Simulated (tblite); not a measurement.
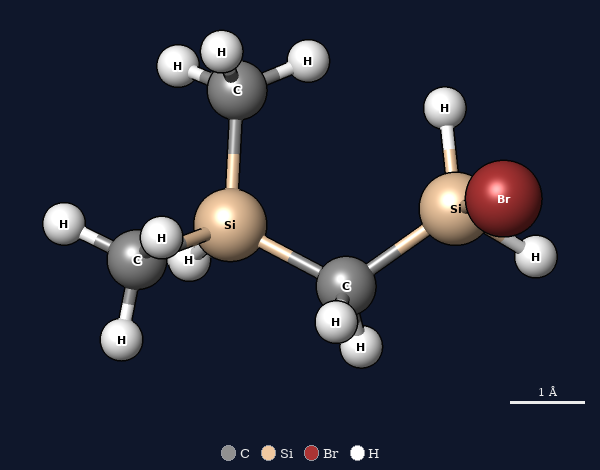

*The starting structure (ball-and-stick view, seen at a tilt).*

Bond lengths as drawn: Br–Si 2.26 Å, C–H 1.09 to 1.13 Å, C–Si 1.83 to 1.88 Å and H–Si 1.46 to 1.48 Å.

Geometry relaxation of C$_{3}$H$_{11}$BrSi$_{2}$

System: C$_{3}$H$_{11}$BrSi$_{2}$.
Method: GFN2-xTB geometry optimisation, gas phase (tblite 0.8.0).

Log:
```
step      E/eV     max force
  0    -533.05315    2.459
  1    -533.28126    0.588
  2    -533.31974    0.410
  3    -533.34293    0.470
  4    -533.37156    0.433
  5    -533.39459    0.372
  6    -533.41024    0.244
  7    -533.41832    0.167
  8    -533.42379    0.227
  9    -533.42936    0.267
 10    -533.43469    0.203
 11    -533.43783    0.135
 12    -533.43945    0.085
 13    -533.44088    0.120
 14    -533.44272    0.126
 15    -533.44468    0.129
 16    -533.44626    0.089
 17    -533.44744    0.101
 18    -533.44862    0.092
 19    -533.44983    0.117
 20    -533.45095    0.120
 21    -533.45207    0.106
 22    -533.45326    0.132
 23    -533.45453    0.108
 24    -533.45589    0.137
 25    -533.45728    0.140
 26    -533.45870    0.112
 27    -533.46038    0.123
 28    -533.46208    0.138
 29    -533.46329    0.101
 30    -533.46410    0.069
 31    -533.46481    0.062
 32    -533.46560    0.103
 33    -533.46654    0.123
 34    -533.46752    0.094
 35    -533.46850    0.078
 36    -533.46964    0.087
 37    -533.47105    0.103
 38    -533.47260    0.092
 39    -533.47392    0.081
 40    -533.47433    0.169
 41    -533.47583    0.097
 42    -533.47688    0.092
 43    -533.47975    0.089
 44    -533.48195    0.119
 45    -533.48551    0.153
 46    -533.48871    0.188
 47    -533.49075    0.259
 48    -533.49578    0.116
 49    -533.49897    0.097
 50    -533.50323    0.097
 51    -533.50449    0.083
 52    -533.50632    0.085
 53    -533.50736    0.087
 54    -533.50868    0.077
 55    -533.50978    0.082
 56    -533.51098    0.096
 57    -533.51221    0.098
 58    -533.51394    0.129
 59    -533.51623    0.170
 60    -533.51956    0.167
 61    -533.52187    0.120
 62    -533.52390    0.092
 63    -533.52510    0.095
 64    -533.52618    0.096
 65    -533.52614    0.171
 66    -533.52755    0.074
 67    -533.52812    0.056
 68    -533.52905    0.065
 69    -533.52981    0.076
 70    -533.53063    0.075
 71    -533.53115    0.048
 72    -533.53153    0.043
 73    -533.53201    0.061
 74    -533.53293    0.095
 75    -533.53450    0.119
 76    -533.53664    0.114
 77    -533.53895    0.125
 78    -533.54110    0.119
 79    -533.54260    0.160
 80    -533.54435    0.102
 81    -533.54559    0.070
 82    -533.54641    0.046
 83    -533.54678    0.045
 84    -533.54781    0.063
 85    -533.54969    0.089
 86    -533.55157    0.104
 87    -533.55253    0.087
 88    -533.55305    0.092
 89    -533.55350    0.038
 90    -533.55388    0.035
 91    -533.55445    0.066
 92    -533.55532    0.084
 93    -533.55639    0.080
 94    -533.55722    0.047
 95    -533.55752    0.042
 96    -533.55764    0.036
 97    -533.55777    0.031
 98    -533.55796    0.030
 99    -533.55813    0.033
100    -533.55830    0.032
101    -533.55844    0.029
102    -533.55859    0.028
103    -533.55875    0.027
104    -533.55892    0.024
105    -533.55905    0.019
106    -533.55913    0.024
107    -533.55922    0.026
108    -533.55935    0.024
109    -533.55950    0.026
110    -533.55965    0.026
111    -533.55977    0.023
112    -533.55986    0.017
113    -533.55992    0.017
114    -533.55996    0.016
115    -533.56001    0.016
116    -533.56008    0.023
117    -533.56019    0.026
118    -533.56031    0.021
119    -533.56039    0.015
120    -533.56043    0.013
121    -533.56047    0.014
122    -533.56051    0.015
123    -533.56055    0.013
124    -533.56059    0.012
125    -533.56062    0.015
126    -533.56068    0.017
127    -533.56079    0.022
128    -533.56102    0.033
129    -533.56132    0.039
130    -533.56158    0.037
131    -533.56175    0.031
132    -533.56187    0.024
133    -533.56203    0.026
134    -533.56221    0.030
135    -533.56239    0.033
136    -533.56260    0.033
137    -533.56291    0.036
138    -533.56343    0.047
139    -533.56436    0.060
140    -533.56570    0.132
141    -533.56770    0.161
142    -533.56977    0.192
143    -533.57382    0.211
144    -533.57653    0.194
145    -533.57823    0.127
146    -533.57973    0.082
147    -533.58133    0.116
148    -533.58315    0.117
149    -533.58549    0.139
150    -533.58761    0.089
151    -533.58837    0.067
152    -533.58883    0.050
153    -533.58923    0.055
154    -533.59002    0.051
155    -533.59066    0.047
156    -533.59127    0.049
157    -533.59172    0.057
158    -533.59217    0.053
159    -533.59270    0.055
160    -533.59325    0.053
161    -533.59374    0.044
162    -533.59420    0.051
163    -533.59467    0.061
164    -533.59518    0.067
165    -533.59565    0.053
166    -533.59599    0.042
167    -533.59620    0.044
168    -533.59637    0.030
169    -533.59661    0.036
170    -533.59701    0.050
171    -533.59728    0.043
172    -533.59749    0.039
173    -533.59763    0.031
174    -533.59779    0.023
175    -533.59793    0.021
176    -533.59802    0.015
177    -533.59805    0.015
178    -533.59807    0.014
179    -533.59810    0.015
180    -533.59815    0.017
181    -533.59820    0.017
182    -533.59826    0.017
183    -533.59832    0.016
184    -533.59838    0.019
185    -533.59846    0.023
186    -533.59857    0.027
187    -533.59871    0.027
188    -533.59891    0.035
189    -533.59918    0.034
190    -533.59947    0.041
191    -533.59973    0.036
192    -533.59992    0.033
193    -533.60007    0.035
194    -533.60022    0.035
195    -533.60037    0.033
196    -533.60052    0.031
197    -533.60068    0.024
198    -533.60073    0.021
199    -533.60079    0.013
200    -533.60083    0.014
201    -533.60086    0.013
202    -533.60088    0.011
203    -533.60089    0.008
```

Trajectory as extended XYZ (Å, eV, eV/Å), 6 of the 204 frames kept, from step=0 to step=203:
```
17
Properties=species:S:1:pos:R:3:forces:R:3 step=0 energy=-533.05315
C    -1.0731    1.3737    0.5908   -0.8960   1.8850   1.3010
Si   -0.7691   -0.0555   -0.5259   -1.4460  -0.6310  -0.4970
C    -1.6111   -1.5781    0.1974   -1.3030  -0.3260  -0.3800
C     1.0035   -0.4798   -0.7771    0.8950  -1.9080  -0.7380
Si    2.2385    0.6566   -0.0474    1.4610   0.8850   0.2900
Br    3.2910   -0.3794    1.6593   -0.2430   0.2800  -0.3590
H    -2.0606    1.8259    0.2817    1.0430  -0.2860   0.5030
H    -0.3068    2.1807    0.5373   -0.7830  -0.5610  -0.0050
H    -1.1766    1.1025    1.6727    0.1220   0.1900  -0.9610
H    -1.4724    0.2148   -1.7832    0.1360   0.1180  -0.3050
H    -1.1421   -1.8696    1.1340   -0.1940  -0.2710  -0.1690
H    -2.7048   -1.3772    0.3782    1.1370  -0.1770   0.0240
H    -1.6032   -2.3989   -0.5514    0.1990   0.3540   0.7670
H     1.2173   -0.5832   -1.8597   -0.1350  -0.0160   0.5530
H     1.1864   -1.4919   -0.3309   -0.1820   0.5970  -0.4880
H     3.2575    0.9618   -1.0721   -0.0320  -0.0470   0.3470
H     1.7187    1.9096    0.4863    0.2200  -0.0870   0.1170
17
Properties=species:S:1:pos:R:3:forces:R:3 step=41 energy=-533.47583
C    -1.1896    1.3994    0.6406    0.0040   0.0420   0.0170
Si   -0.8266   -0.0544   -0.5222    0.0130  -0.0520   0.0070
C    -1.6839   -1.5942    0.1810   -0.0310  -0.0650   0.0080
C     1.0344   -0.4588   -0.8002    0.0300   0.0260   0.0150
Si    2.3931    0.6548   -0.0942   -0.0380   0.0510  -0.0360
Br    3.1888   -0.3013    1.7503   -0.0010  -0.0510   0.0270
H    -2.2589    1.5947    0.6348    0.0310   0.0310   0.0360
H    -0.6919    2.3138    0.3333    0.0110   0.0070  -0.0110
H    -0.9034    1.1944    1.6686    0.0320  -0.0180  -0.0200
H    -1.3915    0.2538   -1.8498    0.0110   0.0400  -0.0220
H    -1.2652   -1.9055    1.1338    0.0370   0.0330   0.0190
H    -2.7416   -1.4057    0.3375   -0.0110  -0.0020   0.0030
H    -1.6022   -2.4365   -0.4983    0.0060  -0.0310  -0.0270
H     1.1795   -0.4936   -1.8819    0.0220  -0.0390   0.0590
H     1.2152   -1.4741   -0.4371   -0.0200   0.0400  -0.0670
H     3.5426    0.7552   -0.9930   -0.0310  -0.0210   0.0640
H     1.9942    1.9700    0.3869   -0.0650   0.0080  -0.0710
17
Properties=species:S:1:pos:R:3:forces:R:3 step=81 energy=-533.54559
C    -1.0468    1.3565    0.7192    0.0270  -0.0060  -0.0260
Si   -0.8430   -0.0665   -0.5247   -0.0110   0.0140  -0.0110
C    -1.6584   -1.6345    0.1703    0.0070   0.0130  -0.0200
C     1.0053   -0.4149   -0.9399   -0.0120  -0.0150  -0.0020
Si    2.3236    0.6396   -0.1014    0.0520  -0.0060  -0.0460
Br    2.4369    0.0905    2.0505   -0.0240  -0.0280   0.0190
H    -2.0666    1.4081    1.0846   -0.0540  -0.0030  -0.0190
H    -0.8159    2.3176    0.2704    0.0150   0.0240  -0.0220
H    -0.4059    1.2375    1.5869    0.0200  -0.0310   0.0410
H    -1.4749    0.3009   -1.8083   -0.0240   0.0180   0.0240
H    -1.2546   -1.9112    1.1409    0.0220   0.0050  -0.0310
H    -2.7267   -1.4819    0.2919    0.0070  -0.0080   0.0130
H    -1.5255   -2.4768   -0.5026    0.0090  -0.0200   0.0310
H     1.1344   -0.3005   -2.0168   -0.0020   0.0150   0.0250
H     1.2252   -1.4629   -0.7308   -0.0290  -0.0200   0.0210
H     3.6648    0.3469   -0.6049   -0.0360   0.0460   0.0250
H     2.0211    2.0636   -0.0953    0.0340   0.0040  -0.0220
17
Properties=species:S:1:pos:R:3:forces:R:3 step=122 energy=-533.56051
C    -1.0668    1.3628    0.7231    0.0060  -0.0070  -0.0080
Si   -0.8630   -0.0507   -0.5296   -0.0010   0.0000   0.0080
C    -1.5856   -1.6473    0.2015    0.0010   0.0000  -0.0010
C     0.9792   -0.3889   -0.9828    0.0020   0.0010   0.0030
Si    2.3168    0.6232   -0.1228    0.0010  -0.0060   0.0060
Br    2.2710    0.1250    2.0449   -0.0010  -0.0010   0.0000
H    -2.1191    1.5818    0.8753   -0.0130   0.0060   0.0030
H    -0.5920    2.2798    0.3864    0.0040   0.0030  -0.0100
H    -0.6474    1.1083    1.6924    0.0070  -0.0020   0.0040
H    -1.5489    0.3167   -1.7830    0.0000  -0.0070  -0.0100
H    -1.0845   -1.9189    1.1272    0.0030  -0.0010   0.0010
H    -2.6416   -1.5304    0.4231   -0.0040   0.0000   0.0070
H    -1.4867   -2.4828   -0.4856    0.0020   0.0030   0.0010
H     1.1001   -0.2456   -2.0563   -0.0020   0.0080   0.0010
H     1.1852   -1.4454   -0.8005   -0.0010   0.0020  -0.0080
H     3.6697    0.2616   -0.5342   -0.0060   0.0000  -0.0030
H     2.1066    2.0628   -0.1889    0.0000   0.0020   0.0080
17
Properties=species:S:1:pos:R:3:forces:R:3 step=162 energy=-533.59420
C    -1.1513    1.5006    0.4768    0.0130  -0.0200  -0.0120
Si   -0.9069   -0.0768   -0.5566    0.0330   0.0020   0.0110
C    -1.3801   -1.6432    0.4075    0.0080   0.0040   0.0020
C     0.9311   -0.1909   -1.1195   -0.0040   0.0070   0.0160
Si    2.2718    0.4073    0.0644   -0.0200   0.0430   0.0200
Br    2.0414   -0.6083    2.0330   -0.0050   0.0010  -0.0320
H    -2.2015    1.6670    0.6946   -0.0070  -0.0160  -0.0100
H    -0.7861    2.3777   -0.0515   -0.0040  -0.0050   0.0180
H    -0.6309    1.4439    1.4291    0.0050  -0.0080  -0.0010
H    -1.7102    0.0102   -1.7902   -0.0190   0.0140  -0.0150
H    -0.6690   -1.8773    1.1957   -0.0180   0.0360  -0.0030
H    -2.3571   -1.5349    0.8688    0.0060   0.0090   0.0080
H    -1.4305   -2.5033   -0.2546    0.0180  -0.0020   0.0050
H     1.0396    0.3823   -2.0408    0.0090  -0.0080   0.0080
H     1.1400   -1.2271   -1.3864   -0.0050  -0.0310  -0.0180
H     3.6254    0.0568   -0.3541   -0.0110  -0.0170  -0.0070
H     2.1671    1.8279    0.3739    0.0000  -0.0100   0.0120
17
Properties=species:S:1:pos:R:3:forces:R:3 step=203 energy=-533.60089
C    -1.1650    1.5009    0.4619    0.0020   0.0070   0.0010
Si   -0.9072   -0.0709   -0.5736   -0.0030  -0.0020   0.0040
C    -1.3619   -1.6083    0.4412   -0.0030  -0.0020   0.0060
C     0.9268   -0.1742   -1.1417    0.0000  -0.0010   0.0000
Si    2.2679    0.3750    0.0648   -0.0020   0.0040  -0.0030
Br    2.0748   -0.7669    1.9642    0.0020  -0.0050   0.0000
H    -2.2180    1.6512    0.6788    0.0030  -0.0040   0.0010
H    -0.8104    2.3870   -0.0571    0.0020   0.0070   0.0000
H    -0.6444    1.4422    1.4142   -0.0030   0.0000   0.0010
H    -1.7211    0.0007   -1.8019   -0.0010  -0.0040  -0.0040
H    -0.7656   -1.6860    1.3463    0.0000  -0.0070   0.0010
H    -2.4054   -1.5778    0.7400   -0.0010   0.0020  -0.0020
H    -1.2137   -2.5215   -0.1281    0.0050   0.0060  -0.0030
H     1.0398    0.4328   -2.0402    0.0000   0.0000  -0.0040
H     1.1302   -1.2011   -1.4489   -0.0010  -0.0050   0.0000
H     3.6150    0.0599   -0.4007   -0.0010   0.0020   0.0070
H     2.1512    1.7691    0.4708    0.0020   0.0010  -0.0020
```

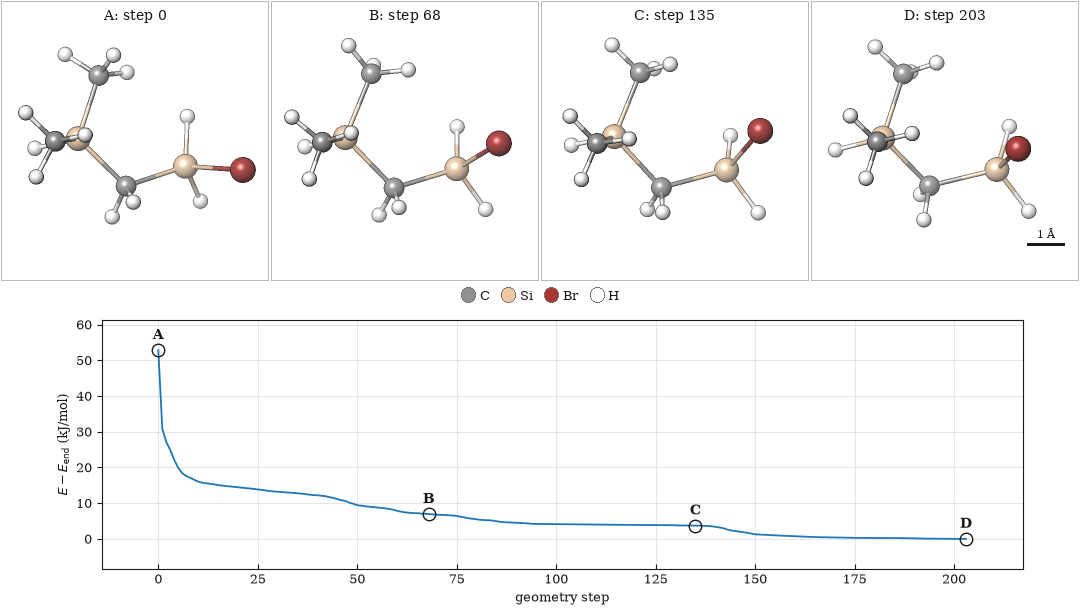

*Frames of the relaxation (ball-and-stick view, seen at a tilt) above the curves, on which the letters mark them (steps are counted from 0).*

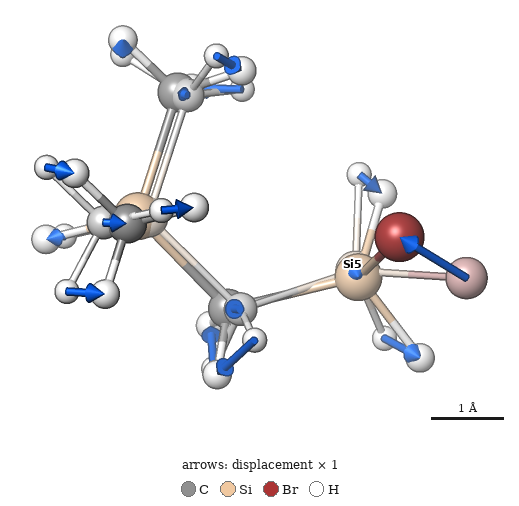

*Start (faint) and end (solid) with the displacements as blue arrows, at true length (ball-and-stick view, seen at a tilt). The two geometries are laid on each other by the best rigid fit.*

The energy falls by 52.8 kJ/mol in 203 geometry steps. Largest force component: 1.9 eV/Å at the start, 0.007 eV/Å at the end. Br6 moves most after the best rigid fit: 1.31 Å. By element the largest moves are Br 1.31 Å, H 1.16 Å, C 0.48 Å, Si 0.29 Å. Distances before and after: Si2–C4 1.840 → 1.923 Å, C1–Si2 1.839 → 1.900 Å, C4–Si5 1.830 → 1.886 Å, C1–H7 1.129 → 1.086 Å. Among the angles that change: C4–Si2–H10 112.8° → 106.4°, C1–Si2–C4 114.9° → 109.6°, C3–Si2–H10 105.3° → 110.6°. (Atoms are counted from 1 in the order of the input.)

This output came from the following input.

Input file:
```
{"job": {"kind": "relax", "xc": "GFN2-xTB", "basis": "xTB"}, "charge": 0, "multiplicity": 1}
C     -1.073100     1.373700     0.590800
Si    -0.769100    -0.055500    -0.525900
C     -1.611100    -1.578100     0.197400
C      1.003500    -0.479800    -0.777100
Si     2.238500     0.656600    -0.047400
Br     3.291000    -0.379400     1.659300
H     -2.060600     1.825900     0.281700
H     -0.306800     2.180700     0.537300
H     -1.176600     1.102500     1.672700
H     -1.472400     0.214800    -1.783200
H     -1.142100    -1.869600     1.134000
H     -2.704800    -1.377200     0.378200
H     -1.603200    -2.398900    -0.551400
H      1.217300    -0.583200    -1.859700
H      1.186400    -1.491900    -0.330900
H      3.257500     0.961800    -1.072100
H      1.718700     1.909600     0.486300
```

The first line tells a small driver script what to run in tblite; the rest is the geometry in Å.

Launch command:
```bash
OMP_NUM_THREADS=1 python <driver script> task.json out
```

Results in brief:

```json
{"quantity": "outcome", "value": "converged"}
{"quantity": "total energy", "value": "−533.6009 eV"}
{"quantity": "hardware", "value": "1 CPU thread, shared host"}
{"quantity": "wall time", "value": "5.8 s"}
{"quantity": "peak memory", "value": "0.18 GiB"}
```
